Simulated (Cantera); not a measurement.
A closed system holds: 1 mol SiF4, 0.37 mol H2O, 1.2 mol N2, at 10.0 mbar.

Cantera equilibrium calculation (NASA polynomials, part measured and part estimated; ideal gas, pure solids and liquids). Candidate condensed phases: H2O, Si, SiO2, Si2N2O, Si3N4; 58 gas species. The tables' values for SiF3, SiO2, SiF2 are old estimates; treat these amounts as uncertain. The tables hold silica as quartz up to 1696 K and as liquid above; real silica turns to tridymite and cristobalite and melts near 1996 K. Rates play no part.

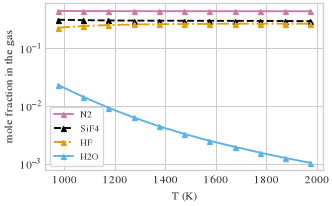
Fig. 1. Equilibrium gas composition (values under 1e-9 drawn at 1e-9)

**Question.** Read off the mole fractions at 1175 K.

**Answer.** N2 about 0.44, SiF4 about 0.30, HF about 0.25, H2O about 0.0093.
